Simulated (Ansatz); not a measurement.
Geometry relaxation of Mg$_{16}$Ga$_{9}$P$_{9}$ (part 3 of 4)

Mg$_{16}$Ga$_{9}$P$_{9}$ (interface cell, 34 atoms in the cell); DFT PBE, scalar-relativistic, plane waves, PAW, no spin polarisation (Ansatz 0.2.0); cutoff 420 eV, 6×6×2 k-mesh, Gaussian smearing of 0.1 eV. The structure derives from a Materials Project entry. It belongs to a series of runs on one base structure; here: film shifted by (0, 0) in the plane.

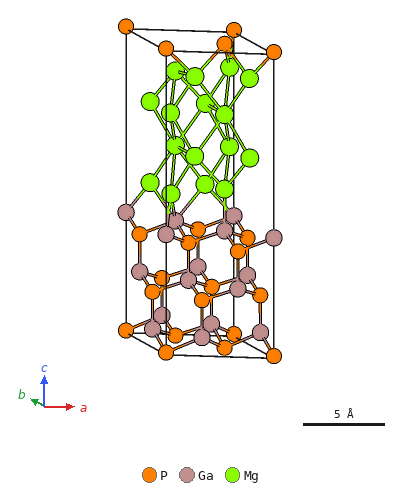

Fig. 1: The geometry at step 3 of the log (ball-and-stick view of the cell of the calculation, seen slightly off an axis).

Output, continued:
```
--- Relaxed structure (7 steps of the walk, 7 accepted, 1 SCFs on fresh bases) ---
  F+E_penalty+E_count = -71635.06226059 eV   max|allowed force component| = 1.292e-3 eV/Å   (the final SCF, on the basis selected at the relaxed cell)
  cell:  # Å, volume = 763.1526 Å³
    - [6.742363756028022, 5.306087122420632e-97, 1.744237890928218e-112]
    - [-3.371181878014011, 5.839058294275732, 4.65706611859231e-112]
    - [5.158653909996337e-112, 1.8882572907590233e-111, 19.38457960973698]
  atoms:
    - { symbol: P, position: [0.33333333333333337, 0.6666666666666669, 0.019076340400938144] }
    - { symbol: P, position: [1.6653345369377348e-16, 1.0000000000000002, 0.010161726731861331] }
    - { symbol: P, position: [0.6666666666666667, 0.33333333333333337, 0.008963196814916013] }
    - { symbol: Ga, position: [0.33367868449699745, 1.0001177811947561, 0.06113838640965894] }
    - { symbol: Ga, position: [-0.00011778119475594484, 0.3335609033022414, 0.06113838640965894] }
    - { symbol: Ga, position: [0.6664390966977585, 0.6663213155030027, 0.06113838640965894] }
    - { symbol: P, position: [0.3345407450942911, 1.003468909163063, 0.18332932216191147] }
    - { symbol: P, position: [-0.003468909163062639, 1.3310718359312284, 0.18332932216191147] }
    - { symbol: P, position: [0.6689281640687719, 0.6654592549057091, 0.18332932216191147] }
    - { symbol: Ga, position: [0.3316681003075247, 1.33471519935211, 0.22474277130188913] }
    - { symbol: Ga, position: [0.003047099044585222, 0.6683318996924752, 0.22474277130188913] }
    - { symbol: Ga, position: [0.66528480064789, 0.9969529009554149, 0.22474277130188913] }
    - { symbol: P, position: [0.33222235868257327, 1.3340634453479705, 0.34740823663779674] }
    - { symbol: P, position: [0.0018410866653971736, 1.6677776413174268, 0.34740823663779674] }
    - { symbol: P, position: [0.6659365546520297, 0.998158913334603, 0.34740823663779674] }
    - { symbol: Ga, position: [0.3333333333333335, 1.666666666666667, 0.3943128921988079] }
    - { symbol: Ga, position: [1.6653345369377348e-16, 1.0000000000000002, 0.39341397927325344] }
    - { symbol: Ga, position: [0.6666666666666667, 1.3333333333333335, 0.3911288870324905] }
    - { symbol: Mg, position: [0.6666666666666667, 1.3333333333333335, 0.5286837380595281] }
    - { symbol: Mg, position: [0.6713208936859378, 1.8417940529195165, 0.5113282832239133] }
    - { symbol: Mg, position: [1.1704731592335789, 1.3286791063140624, 0.5113282832239133] }
    - { symbol: Mg, position: [1.1582059470804835, 1.8295268407664216, 0.5113282832239133] }
    - { symbol: Mg, position: [0.8365208599171581, 1.6736683428874684, 0.6459102356247077] }
    - { symbol: Mg, position: [0.8371474829703102, 1.1634791400828417, 0.6459102356247077] }
    - { symbol: Mg, position: [1.3333333333333333, 1.666666666666667, 0.6457835778153435] }
    - { symbol: Mg, position: [1.3263316571125316, 1.1628525170296897, 0.6459102356247077] }
    - { symbol: Mg, position: [0.6666666666666667, 1.3333333333333335, 0.7727628199247984] }
    - { symbol: Mg, position: [0.6743223849789718, 1.8364266152587505, 0.773773725726892] }
    - { symbol: Mg, position: [1.1621042302797788, 1.3256776150210283, 0.773773725726892] }
    - { symbol: Mg, position: [1.1635733847412497, 1.8378957697202216, 0.773773725726892] }
    - { symbol: Mg, position: [0.8375592819386855, 1.6699779763700875, 0.9040487621530703] }
    - { symbol: Mg, position: [0.8324186944314025, 1.1624407180613148, 0.9040487621530703] }
    - { symbol: Mg, position: [1.3333333333333333, 1.666666666666667, 0.8900702162285469] }
    - { symbol: Mg, position: [1.330022023629912, 1.1675813055685975, 0.9040487621530703] }
--- Löwdin populations: 34 sites ---
  site symbol       q [e]
     0      P      5.4274
     1      P      5.5900
     2      P      5.6024
     3     Ga     13.0023
     4     Ga     13.0023
     5     Ga     13.0023
     6      P      5.0013
     7      P      5.0013
     8      P      5.0013
     9     Ga     12.9516
    10     Ga     12.9516
    11     Ga     12.9516
    12      P      4.9812
    13      P      4.9812
    14      P      4.9812
    15     Ga     13.6855
    16     Ga     13.6867
    17     Ga     13.5649
    18     Mg      9.2184
    19     Mg      9.1974
    20     Mg      9.1974
    21     Mg      9.1974
    22     Mg      9.4364
    23     Mg      9.4364
    24     Mg      9.4639
    25     Mg      9.4364
    26     Mg      9.4640
    27     Mg      9.4303
    28     Mg      9.4303
    29     Mg      9.4303
    30     Mg      9.2519
    31     Mg      9.2519
    32     Mg      9.2428
    33     Mg      9.2519
  spilling = 0.022661 (of n_electrons = 322.000000)
```

File populations.tsv:
```
# site	symbol	l	j	q
# orbitals = lowdin
# n_electrons = 322.000000
# spilling = 0.022661
0	P	0_3S	-	1.465827
0	P	1_3P	-	3.961536
1	P	0_3S	-	1.512841
1	P	1_3P	-	4.077129
2	P	0_3S	-	1.519210
2	P	1_3P	-	4.083164
3	Ga	0_4S	-	1.137366
3	Ga	1_4P	-	1.877263
3	Ga	2_3D	-	9.987673
4	Ga	0_4S	-	1.137366
4	Ga	1_4P	-	1.877263
4	Ga	2_3D	-	9.987673
5	Ga	0_4S	-	1.137366
5	Ga	1_4P	-	1.877263
5	Ga	2_3D	-	9.987673
6	P	0_3S	-	1.355436
6	P	1_3P	-	3.645896
7	P	0_3S	-	1.355436
7	P	1_3P	-	3.645896
8	P	0_3S	-	1.355436
8	P	1_3P	-	3.645896
9	Ga	0_4S	-	1.111358
9	Ga	1_4P	-	1.855089
9	Ga	2_3D	-	9.985183
10	Ga	0_4S	-	1.111358
10	Ga	1_4P	-	1.855089
10	Ga	2_3D	-	9.985183
11	Ga	0_4S	-	1.111358
11	Ga	1_4P	-	1.855089
11	Ga	2_3D	-	9.985183
12	P	0_3S	-	1.379625
12	P	1_3P	-	3.601597
13	P	0_3S	-	1.379625
13	P	1_3P	-	3.601597
14	P	0_3S	-	1.379625
14	P	1_3P	-	3.601597
15	Ga	0_4S	-	1.300534
15	Ga	1_4P	-	2.397063
15	Ga	2_3D	-	9.987871
16	Ga	0_4S	-	1.299514
16	Ga	1_4P	-	2.399342
16	Ga	2_3D	-	9.987887
17	Ga	0_4S	-	1.289844
17	Ga	1_4P	-	2.286590
17	Ga	2_3D	-	9.988452
18	Mg	0_2S	-	1.996426
18	Mg	0_3S	-	1.222077
18	Mg	1_2P	-	5.999854
19	Mg	0_2S	-	1.997009
19	Mg	0_3S	-	1.200530
19	Mg	1_2P	-	5.999860
20	Mg	0_2S	-	1.997009
20	Mg	0_3S	-	1.200530
20	Mg	1_2P	-	5.999860
21	Mg	0_2S	-	1.997009
21	Mg	0_3S	-	1.200530
21	Mg	1_2P	-	5.999860
22	Mg	0_2S	-	1.999227
22	Mg	0_3S	-	1.437222
22	Mg	1_2P	-	5.999940
23	Mg	0_2S	-	1.999227
23	Mg	0_3S	-	1.437222
23	Mg	1_2P	-	5.999940
24	Mg	0_2S	-	1.999417
24	Mg	0_3S	-	1.464516
24	Mg	1_2P	-	5.999965
25	Mg	0_2S	-	1.999227
25	Mg	0_3S	-	1.437222
25	Mg	1_2P	-	5.999940
26	Mg	0_2S	-	1.999349
26	Mg	0_3S	-	1.464714
26	Mg	1_2P	-	5.999973
27	Mg	0_2S	-	1.999228
27	Mg	0_3S	-	1.431103
27	Mg	1_2P	-	5.999960
28	Mg	0_2S	-	1.999228
28	Mg	0_3S	-	1.431103
28	Mg	1_2P	-	5.999960
29	Mg	0_2S	-	1.999228
29	Mg	0_3S	-	1.431103
29	Mg	1_2P	-	5.999960
30	Mg	0_2S	-	1.998348
30	Mg	0_3S	-	1.253625
30	Mg	1_2P	-	5.999884
31	Mg	0_2S	-	1.998348
31	Mg	0_3S	-	1.253625
31	Mg	1_2P	-	5.999884
32	Mg	0_2S	-	1.998157
32	Mg	0_3S	-	1.244769
32	Mg	1_2P	-	5.999919
33	Mg	0_2S	-	1.998348
33	Mg	0_3S	-	1.253625
33	Mg	1_2P	-	5.999884
```

Trajectory as extended XYZ (Å, eV, eV/Å), 8 frames, from step=1 to step=8:
```
34
Lattice="6.7424 0.0000 0.0000 -3.3712 5.8391 0.0000 0.0000 0.0000 19.9408" Properties=species:S:1:pos:R:3:forces:R:3 step=1 energy=-71634.23363 pressure_GPa=-1.65
P     0.0000    3.8927    0.5000    0.0000   0.0000  -0.2353
P    -3.3712    5.8391    0.5000    0.0000   0.0000  -1.0188
P     3.3712    1.9464    0.5000    0.0000   0.0000  -1.0184
Ga   -1.1237    5.8391    1.2946    0.0432  -0.0870   0.1856
Ga   -1.1237    1.9464    1.2946    0.0537   0.0809   0.1856
Ga    2.2475    3.8927    1.2946   -0.0969   0.0061   0.1856
P    -1.1237    5.8391    3.6784   -0.0080   0.0276   0.0956
P    -4.4949    7.7854    3.6784   -0.0199  -0.0207   0.0956
P     2.2475    3.8927    3.6784    0.0279  -0.0068   0.0956
Ga   -2.2475    7.7854    4.4730   -0.0220  -0.0031  -0.1166
Ga   -2.2475    3.8927    4.4730    0.0083   0.0206  -0.1166
Ga    1.1237    5.8391    4.4730    0.0137  -0.0175  -0.1166
P    -2.2475    7.7854    6.8568   -0.0068   0.0008  -0.0761
P    -5.6186    9.7318    6.8568    0.0041   0.0055  -0.0761
P     1.1237    5.8391    6.8568    0.0028  -0.0063  -0.0761
Ga   -3.3712    9.7318    7.6514    0.0000   0.0000   0.5765
Ga   -3.3712    5.8391    7.6514    0.0000   0.0000   0.6219
Ga    0.0000    7.7854    7.6514    0.0000   0.0000   0.2678
Mg    0.0000    7.7854   10.3514    0.0000   0.0000   0.2721
Mg   -1.6856   10.7049   10.3514    0.0522   0.0431  -0.3628
Mg    3.3712    7.7854   10.3514    0.0112  -0.0667  -0.3628
Mg    1.6856   10.7049   10.3514   -0.0634   0.0237  -0.3628
Mg    0.0000    9.7318   12.8645    0.0068  -0.0078   0.0262
Mg    1.6856    6.8122   12.8645   -0.0101  -0.0020   0.0262
Mg    3.3712    9.7318   12.8645    0.0000   0.0000   0.1161
Mg    5.0568    6.8122   12.8645    0.0033   0.0098   0.0262
Mg    0.0000    7.7854   15.3777    0.0000   0.0000  -0.0550
Mg   -1.6856   10.7049   15.3777    0.0073   0.0054   0.0696
Mg    3.3712    7.7854   15.3777    0.0011  -0.0090   0.0696
Mg    1.6856   10.7049   15.3777   -0.0083   0.0036   0.0696
Mg    0.0000    9.7318   17.8908    0.0118   0.0358   0.3674
Mg    1.6856    6.8122   17.8908    0.0251  -0.0281   0.3674
Mg    3.3712    9.7318   17.8908    0.0000   0.0000  -0.0944
Mg    5.0568    6.8122   17.8908   -0.0369  -0.0077   0.3674
34
Lattice="6.7424 0.0000 0.0000 -3.3712 5.8391 0.0000 0.0000 0.0000 19.5633" Properties=species:S:1:pos:R:3:forces:R:3 step=2 energy=-71634.87729 pressure_GPa=-1.48
P     0.0000    3.8927    0.4231    0.0000   0.0000  -0.1323
P    -3.3712    5.8391    0.3012    0.0000   0.0000  -0.5663
P     3.3712    1.9464    0.2996    0.0000   0.0000  -0.5825
Ga   -1.1312    5.8521    1.1990    0.0667  -0.1274   0.2674
Ga   -1.1313    1.9334    1.1990    0.0770   0.1214   0.2674
Ga    2.2625    3.8926    1.1990   -0.1436   0.0059   0.2674
P    -1.1242    5.8472    3.5909   -0.0371   0.0506  -0.0839
P    -4.5017    7.7809    3.5909   -0.0253  -0.0574  -0.0839
P     2.2548    3.8890    3.5909    0.0623   0.0068  -0.0839
Ga   -2.2542    7.7886    4.3835   -0.0052  -0.0209   0.0518
Ga   -2.2413    3.8970    4.3835   -0.0155   0.0150   0.0518
Ga    1.1244    5.8316    4.3835    0.0208   0.0059   0.0518
P    -2.2507    7.7849    6.7771   -0.0125   0.0154  -0.1420
P    -5.6174    9.7348    6.7771    0.0196   0.0031  -0.1420
P     1.1257    5.8365    6.7771   -0.0071  -0.0186  -0.1420
Ga   -3.3712    9.7318    7.6190    0.0000   0.0000   0.3566
Ga   -3.3712    5.8391    7.6233    0.0000   0.0000   0.3696
Ga    0.0000    7.7854    7.6022    0.0000   0.0000   0.1351
Mg    0.0000    7.7854   10.2888    0.0000   0.0000   0.0581
Mg   -1.6726   10.7091   10.0873    0.0160   0.0434  -0.2250
Mg    3.3683    7.7721   10.0873    0.0296  -0.0356  -0.2250
Mg    1.6755   10.7141   10.0873   -0.0456  -0.0078  -0.2250
Mg    0.0034    9.7457   12.6430    0.0051   0.0294   0.0195
Mg    1.6959    6.8023   12.6430    0.0229  -0.0191   0.0195
Mg    3.3712    9.7318   12.6410    0.0000   0.0000   0.0309
Mg    5.0430    6.8082   12.6430   -0.0280  -0.0103   0.0195
Mg    0.0000    7.7854   15.1074    0.0000   0.0000  -0.0174
Mg   -1.6741   10.7084   15.1248    0.0375   0.0170   0.0080
Mg    3.3684    7.7737   15.1248   -0.0041  -0.0409   0.0080
Mg    1.6769   10.7132   15.1248   -0.0334   0.0240   0.0080
Mg    0.0151    9.7379   17.6132   -0.0031   0.0275   0.2294
Mg    1.6834    6.7961   17.6132    0.0253  -0.0111   0.2294
Mg    3.3712    9.7318   17.4713    0.0000   0.0000  -0.0251
Mg    5.0439    6.8222   17.6132   -0.0223  -0.0164   0.2294
34
Lattice="6.7424 0.0000 0.0000 -3.3712 5.8391 0.0000 0.0000 0.0000 19.2612" Properties=species:S:1:pos:R:3:forces:R:3 step=3 energy=-71634.98426 pressure_GPa=-1.01
P     0.0000    3.8927    0.3624    0.0000   0.0000   0.0046
P    -3.3712    5.8391    0.1448    0.0000   0.0000   0.3227
P     3.3712    1.9464    0.1313    0.0000   0.0000   0.2288
Ga   -1.1261    5.8448    1.1710    0.0234  -0.0338   0.0165
Ga   -1.1275    1.9415    1.1710    0.0176   0.0372   0.0165
Ga    2.2536    3.8919    1.1710   -0.0410  -0.0033   0.0165
P    -1.1325    5.8658    3.5323    0.0384  -0.0417   0.0212
P    -4.5137    7.7644    3.5323    0.0169   0.0541   0.0212
P     2.2750    3.8869    3.5323   -0.0553  -0.0124   0.0212
Ga   -2.2645    7.7967    4.3349   -0.0251   0.0183  -0.0069
Ga   -2.2292    3.9018    4.3349    0.0284   0.0126  -0.0069
Ga    1.1225    5.8187    4.3349   -0.0033  -0.0309  -0.0069
P    -2.2654    7.7906    6.7078    0.0238  -0.0110  -0.0082
P    -5.6052    9.7447    6.7078   -0.0215  -0.0151  -0.0082
P     1.1282    5.8209    6.7078   -0.0024   0.0262  -0.0082
Ga   -3.3712    9.7318    7.6375    0.0000   0.0000  -0.2085
Ga   -3.3712    5.8391    7.6299    0.0000   0.0000  -0.3141
Ga    0.0000    7.7854    7.5421    0.0000   0.0000  -0.0229
Mg    0.0000    7.7854   10.1855    0.0000   0.0000   0.0300
Mg   -1.6683   10.7378    9.7817   -0.0342   0.0176   0.2243
Mg    3.3909    7.7540    9.7817    0.0324   0.0208   0.2243
Mg    1.6485   10.7035    9.7817    0.0019  -0.0385   0.2243
Mg    0.0050    9.7756   12.4295   -0.0015   0.0121   0.0020
Mg    1.7210    6.7860   12.4295    0.0112  -0.0047   0.0020
Mg    3.3712    9.7318   12.4088    0.0000   0.0000   0.0145
Mg    5.0163    6.7947   12.4295   -0.0097  -0.0074   0.0020
Mg    0.0000    7.7854   14.9077    0.0000   0.0000  -0.0202
Mg   -1.6410   10.7220   14.9135    0.0205   0.0103  -0.0177
Mg    3.3636    7.7383   14.9135   -0.0013  -0.0229  -0.0177
Mg    1.6486   10.7350   14.9135   -0.0192   0.0126  -0.0177
Mg    0.0203    9.7541   17.4692    0.0100  -0.0117  -0.2533
Mg    1.6948    6.7835   17.4692   -0.0151  -0.0028  -0.2533
Mg    3.3712    9.7318   17.1293    0.0000   0.0000   0.0307
Mg    5.0272    6.8186   17.4692    0.0051   0.0145  -0.2533
34
Lattice="6.7424 0.0000 0.0000 -3.3712 5.8391 0.0000 0.0000 0.0000 19.4776" Properties=species:S:1:pos:R:3:forces:R:3 step=4 energy=-71635.03949 pressure_GPa=-1.61
P     0.0000    3.8927    0.3647    0.0000   0.0000   0.1184
P    -3.3712    5.8391    0.1993    0.0000   0.0000   0.0548
P     3.3712    1.9464    0.1562    0.0000   0.0000   0.1220
Ga   -1.1182    5.8424    1.2079   -0.0133  -0.0115  -0.2052
Ga   -1.1294    1.9495    1.2079    0.0166  -0.0058  -0.2052
Ga    2.2475    3.8862    1.2079   -0.0033   0.0173  -0.2052
P    -1.1211    5.8543    3.5762   -0.0398   0.0520   0.0306
P    -4.5094    7.7801    3.5762   -0.0252  -0.0605   0.0306
P     2.2594    3.8828    3.5762    0.0649   0.0084   0.0306
Ga   -2.2635    7.7883    4.3868    0.0158  -0.0065  -0.0381
Ga   -2.2369    3.9052    4.3868   -0.0135  -0.0104  -0.0381
Ga    1.1292    5.8237    4.3868   -0.0022   0.0169  -0.0381
P    -2.2564    7.7915    6.7634   -0.0100  -0.0131   0.1237
P    -5.6089    9.7365    6.7634   -0.0063   0.0152   0.1237
P     1.1230    5.8283    6.7634    0.0163  -0.0021   0.1237
Ga   -3.3712    9.7318    7.6968    0.0000   0.0000  -0.1232
Ga   -3.3712    5.8391    7.6707    0.0000   0.0000  -0.0703
Ga    0.0000    7.7854    7.6312    0.0000   0.0000  -0.0486
Mg    0.0000    7.7854   10.3185    0.0000   0.0000  -0.0940
Mg   -1.6970   10.7681    9.9706    0.0282  -0.0039  -0.0293
Mg    3.4316    7.7637    9.9706   -0.0174  -0.0225  -0.0293
Mg    1.6366   10.6635    9.9706   -0.0108   0.0263  -0.0293
Mg   -0.0103    9.7790   12.5778    0.0022  -0.0105   0.0070
Mg    1.7316    6.7975   12.5778   -0.0102   0.0034   0.0070
Mg    3.3712    9.7318   12.5800    0.0000   0.0000   0.0004
Mg    5.0210    6.7797   12.5778    0.0080   0.0072   0.0070
Mg    0.0000    7.7854   15.0360    0.0000   0.0000  -0.0054
Mg   -1.6436   10.7324   15.0579   -0.0278  -0.0194   0.0158
Mg    3.3740    7.7353   15.0579   -0.0029   0.0337   0.0158
Mg    1.6408   10.7276   15.0579    0.0307  -0.0144   0.0158
Mg    0.0046    9.7538   17.5789    0.0052  -0.0017   0.1122
Mg    1.7024    6.7972   17.5789   -0.0041  -0.0036   0.1122
Mg    3.3712    9.7318   17.3356    0.0000   0.0000  -0.0066
Mg    5.0353    6.8052   17.5789   -0.0011   0.0053   0.1122
```
